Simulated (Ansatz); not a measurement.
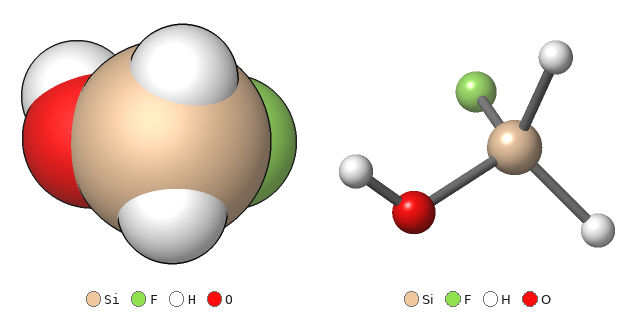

The same structure drawn twice, from different directions.

Describe the molecule.

Formula FH₃OSi. This geometry has C1 symmetry. Coordination: 1 Si tetrahedral; 1 O bent.

The parts below concern this one geometry. Atoms keep their numbers from picture to picture. Computed geometry: PBE0-D4/def2-TZVP optimisation.

### Shape

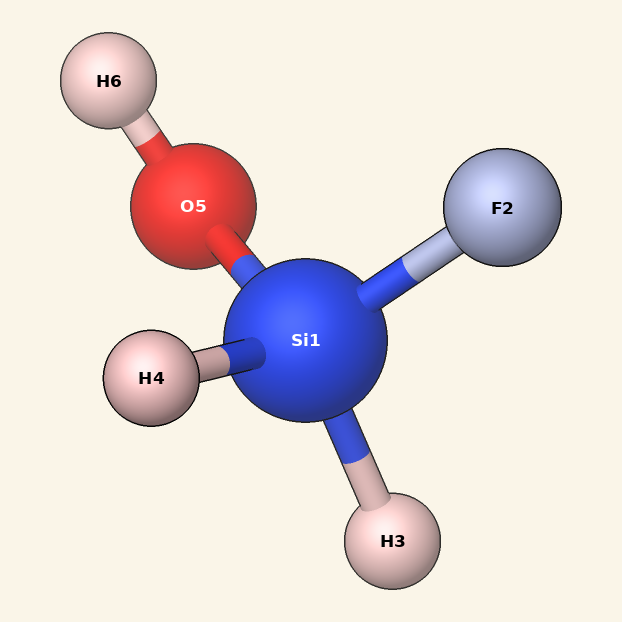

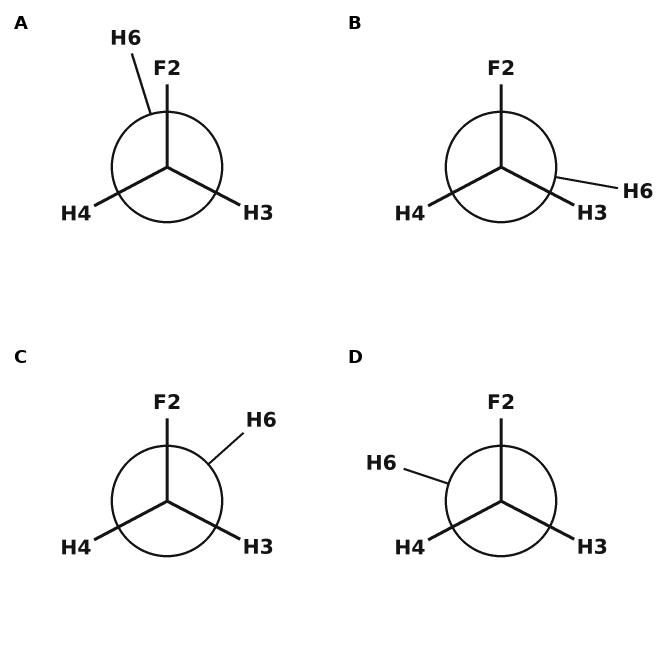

Atoms fade into the background with distance from the viewer. Bonds that would overlap in a projection are set slightly apart.

Which Newman projection shows the view along Si1–O5, with Si1 in front?

Answer. D. The torsion angle F2–Si1–O5–H6 is −72°, synclinal (gauche).

### Dipole moment

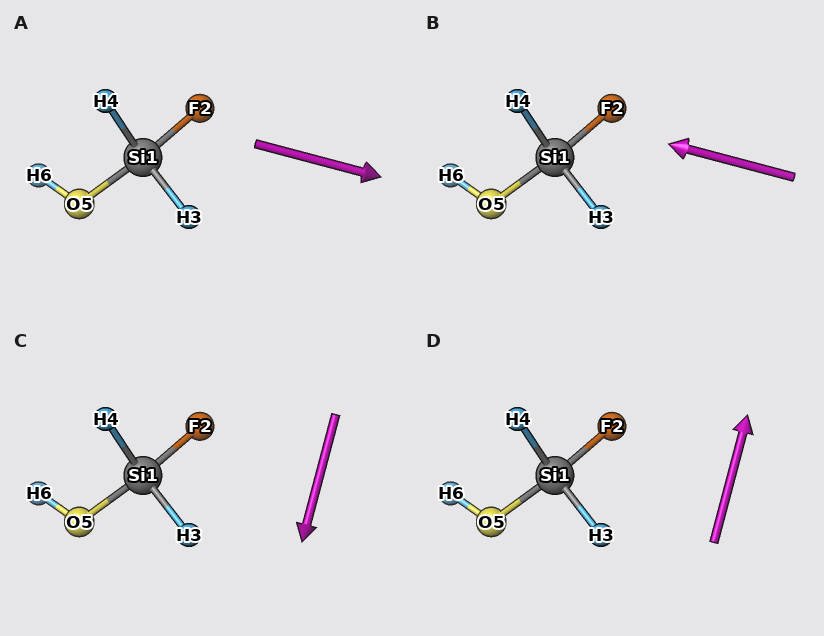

The same molecule four times, each with an arrow. Properties computed with RKS PBE0-D4/def2-TZVP (Ansatz 0.2.0).

Which arrow points along the dipole moment, from the negative to the positive end?

Answer. B. The dipole moment is 1.63 D; it points from the side of F2, H3 to the side of H6 (the outermost atoms at the two ends).

### Electronic properties

Level of theory: RKS PBE0-D4/def2-TZVPP (Ansatz 0.2.0).

Predict the main results.

- HOMO energy (Kohn–Sham orbital): −9.32 eV
- LUMO energy (Kohn–Sham orbital): 0.37 eV
- HOMO–LUMO gap: 9.69 eV

### Vibrations

Harmonic vibrations computed with RKS PBE0-D4/def2-TZVP (Ansatz 0.2.0) at a stationary point of the same level.

How many vibrational modes are there, and where do they lie?

Answer. 12 modes: 242, 334, 646, 759, 833, 874, 915, 968, 987, 2247, 2292, 3929 cm⁻¹.
